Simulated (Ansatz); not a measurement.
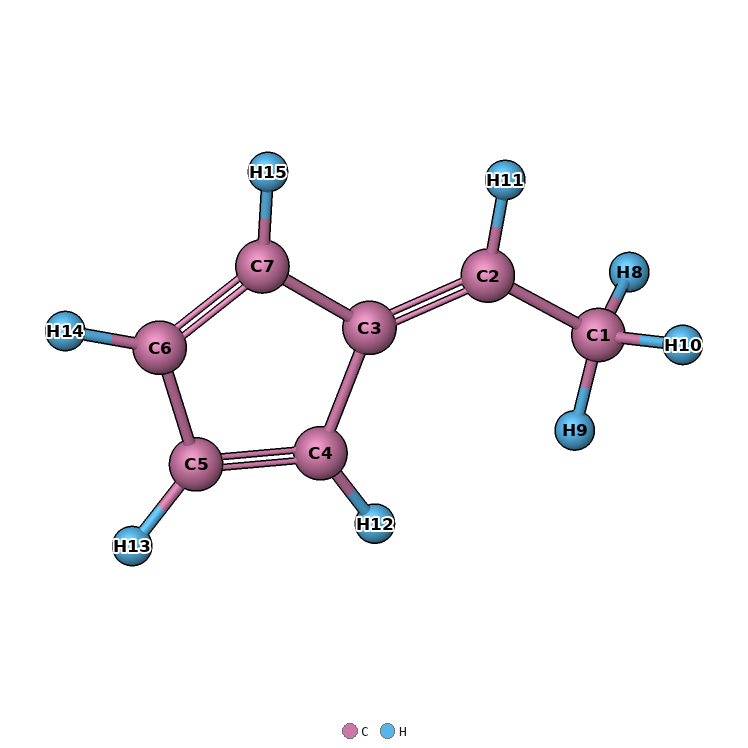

Sticks follow a distance rule. Harmonic vibrations computed with RKS PBE0-D4/def2-TZVP (Ansatz 0.2.0) at a stationary point of the same level.

Question: Is this a minimum or a saddle point?

Answer: A minimum: no imaginary frequency, and the lowest mode lies at 133 cm⁻¹.

Question: List the wavenumbers.

Answer: 39 modes: 133, 169, 215, 295, 466, 561, 638, 663, 710, 789, 817, 878, 906, 924, 932, 986, 1033, 1058, 1089, 1106, 1138, 1221, 1317, 1372, 1398, 1420, 1465, 1472, 1543, 1628, 1734, 3039, 3088, 3145, 3163, 3220, 3231, 3249, 3258 cm⁻¹.
